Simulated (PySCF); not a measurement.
Bond stretch in H₃ClSi, SMILES [SiH3]Cl. The Si1–Cl5 bond (Si1 also carries H, H, H; Cl5 carries nothing else) is stretched with both fragments frozen at the PBE0/def2-TZVP optimised geometry.

Methods: RHF/def2-TZVP (PySCF); UKS-BHandHLYP = PySCF with unrestricted BHandHLYP/def2-TZVP; UHF/def2-TZVP (PySCF).

Magnitude of the dipole moment (D; its direction can reverse along the curve, and a method can change to another solution) and Mulliken charge of the fragment that holds Si1:

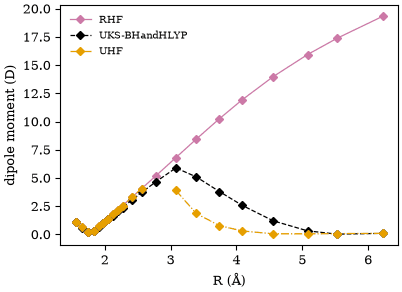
Fig. 1. Dipole moment against bond length.

| R / Å | μ RHF | q RHF | μ UKS-BHandHLYP | q UKS-BHandHLYP | μ UHF | q UHF |
|---|---|---|---|---|---|---|
| 1.56 | 1.12 | -0.03 | 1.06 | -0.09 | 1.12 | -0.03 |
| 1.66 | 0.62 | 0.07 | 0.59 | 0.01 | 0.62 | 0.07 |
| 1.74 | 0.21 | 0.14 | 0.20 | 0.08 | 0.21 | 0.14 |
| 1.84 | 0.31 | 0.22 | 0.29 | 0.17 | 0.31 | 0.22 |
| 1.92 | 0.73 | 0.27 | 0.69 | 0.22 | 0.73 | 0.27 |
| 1.98 | 1.04 | 0.30 | 0.98 | 0.25 | 1.04 | 0.30 |
| 2.05 | 1.40 | 0.32 | 1.32 | 0.28 | 1.40 | 0.32 |
| 2.12 | 1.77 | 0.34 | 1.66 | 0.30 | 1.77 | 0.34 |
| 2.20 | 2.18 | 0.36 | 2.05 | 0.32 | 2.18 | 0.36 |
| 2.27 | 2.55 | 0.38 | 2.38 | 0.34 | 2.55 | 0.38 |
| 2.41 | 3.27 | 0.41 | 3.03 | 0.37 | 3.27 | 0.41 |
| 2.56 | 4.05 | 0.44 | 3.72 | 0.40 | 4.05 | 0.44 |
| 2.78 | 5.21 | 0.48 | 4.67 | 0.43 | — | — |
| 3.08 | 6.80 | 0.54 | 5.89 | 0.46 | 3.90 | 0.31 |
| 3.39 | 8.44 | 0.58 | 5.10 | 0.35 | 1.85 | 0.12 |
| 3.74 | 10.24 | 0.62 | 3.80 | 0.23 | 0.78 | 0.04 |
| 4.09 | 11.94 | 0.65 | 2.56 | 0.14 | 0.30 | 0.02 |
| 4.56 | 13.99 | 0.68 | 1.20 | 0.06 | 0.05 | 0.00 |
| 5.08 | 15.93 | 0.69 | 0.31 | 0.02 | 0.04 | 0.00 |
| 5.53 | 17.38 | 0.69 | 0.02 | 0.00 | 0.07 | 0.00 |
| 6.22 | 19.32 | 0.68 | 0.09 | 0.00 | 0.09 | 0.00 |

Dashes: no converged value, or the column stops at the first point that the program doubted or that broke a chosen test of continuity, which isn't proof of a fault.

The restricted form behind RHF keeps the bonding electrons paired and can't separate into open-shell fragments. The unrestricted determinant behind UKS-BHandHLYP is spin-contaminated at 3.39 to 6.22 Å (<S²> up to 1.0, against 0.00 for a pure singlet). The unrestricted determinant behind UHF is spin-contaminated at 3.08 to 6.22 Å (<S²> up to 1.0, against 0.00 for a pure singlet).
